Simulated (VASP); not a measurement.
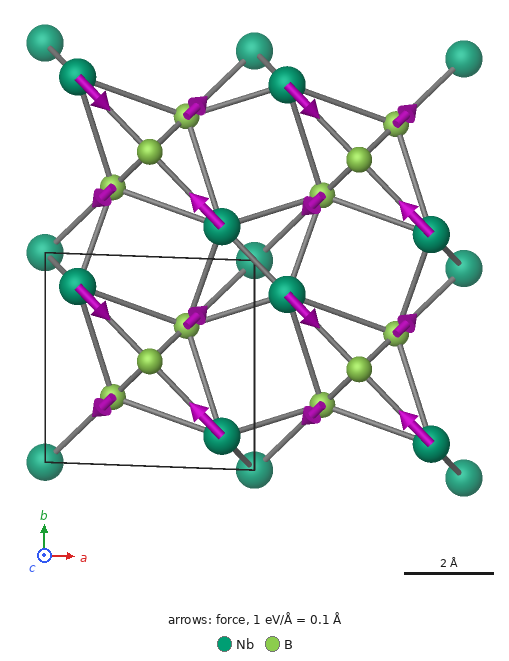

Starting geometry of a crystal of Nb$_{3}$B$_{5}$ (a generated structure, set up in Cmmm) with the computed forces as purple arrows. Style: ball-and-stick. Shown: the cell of the calculation, repeated 2 × 2 × 1 with one cell outlined, along the c axis.

The run lets cell and atoms move.

The calculation used VASP, Kohn-Sham DFT of a periodic cell, PBE, VASP PAW PBE potentials, recommended.

Input
```
SYSTEM = Nb3B5
PREC     = Normal         ! precision mode
ENCUT    = 520            ! plane-wave cutoff, eV
EDIFF    = 1E-4           ! SCF threshold, eV
ISMEAR   = 0              ! smearing method
SIGMA    = 0.15           ! smearing width, eV
LREAL    = .FALSE.        ! projectors in reciprocal space
LASPH    = .TRUE.         ! aspherical terms in the spheres
NELM     = 60             ! most SCF steps
ALGO     = Fast           ! electronic algorithm
ISIF     = 3              ! what is computed and relaxed
LWAVE    = .FALSE.        ! write WAVECAR
LCHARG   = .FALSE.        ! write CHGCAR
GGA      = PE             ! functional
IBRION   = 2              ! ionic algorithm
NSW      = 24             ! ionic steps
EDIFFG   = -0.08          ! ionic threshold
```

Command:
```bash
cat potpaw_PBE.64/Nb_sv/POTCAR potpaw_PBE.64/B/POTCAR > POTCAR
mpirun -np 1 vasp_std > vasp.out
```

> Is this structure relaxed? If not, where do the atoms go?

It isn't relaxed: the largest force vector, on Nb atoms, is 10.80 eV/Å. The atoms end up moving mostly along the starting forces (cosine between the two patterns 0.90). The largest moves relative to the cell, 0.34 Å, are those of B atoms. Largest moves by element: B 0.34 Å, Nb 0.33 Å. The volume changes by +3.1 %, with a = b 4.759 → 4.770 Å (+0.2 %), c 4.761 → 4.951 Å (+4.0 %), γ 92.2° → 99.5°. Near-neighbour distances that change, for instance: Nb–Nb 2.136 → 2.932 Å, B–B 2.327 → 2.862 Å, Nb–Nb 3.545 → 3.163 Å, B–Nb 2.651 → 2.310 Å. Among the angles between lasting bonds that change: B–B–B 110.2° → 117.9°, B–B–B 69.8° → 62.1°. The space group stays Cmmm (No. 65). The energy falls by 963 meV per atom in 14 geometry steps. Largest force component: 11 eV/Å at the start, 0.029 eV/Å at the end. The pressure goes from 23.65 to 0.22 GPa.
